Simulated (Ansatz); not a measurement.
Process, species as SMILES: C#C (C2H2) + 3 [H][H] (H2) → 2 C (CH4)
B3LYP-D3(BJ)/def2-TZVP geometries, fixed; electronic energies without zero-point terms.
Largest species:
```
C
H 1 1.0892
H 1 1.0892 2 109.47
H 1 1.0892 2 109.47 3 120.00
H 1 1.0892 2 109.47 3 -120.00
```

Basis-set convergence of the energy of full hydrogenation at PBE with Ansatz (an electronic-structure program). Cartesian d functions, on some or all atoms, in 6-31G*; all else is spherical. The program fits the integrals of some runs and decomposes those of others, by size. No added dispersion term, no relativity. Functions are those of the species that has most. Reference: the value in aug-pcseg-3, -111.33 kcal/mol, itself unsure by roughly 0.05 kcal/mol (its mean distance from aug-cc-pVQZ, def2-QZVPPD, pcseg-3). Deviations are taken from unrounded values.

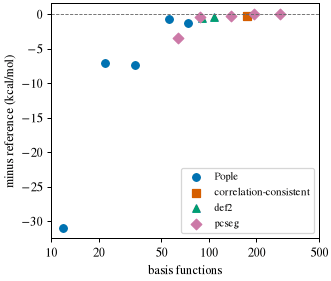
Deviation from the reference against the number of basis functions, by family of sets.

| basis | functions | energy of full hydrogenation (kcal/mol) | minus reference (kcal/mol) |
|---|---|---|---|
| STO-3G | 12 | -142.30 | -30.97 |
| 6-31G | 22 | -118.42 | -7.09 |
| 6-31G* | 34 | -118.65 | -7.32 |
| 6-311+G** | 56 | -111.98 | -0.65 |
| aug-pcseg-1 | 64 | -114.77 | -3.44 |
| 6-311++G(2d,2p) | 74 | -112.65 | -1.32 |
| pcseg-2 | 88 | -111.73 | -0.40 |
| def2-TZVPP | 90 | -111.85 | -0.52 |
| def2-TZVPPD | 108 | -111.73 | -0.40 |
| aug-pcseg-2 | 138 | -111.63 | -0.30 |
| cc-pVQZ | 175 | -111.56 | -0.23 |
| pcseg-3 | 192 | -111.34 | 0.00 |
| aug-pcseg-3 | 281 | -111.33 | 0.00 |
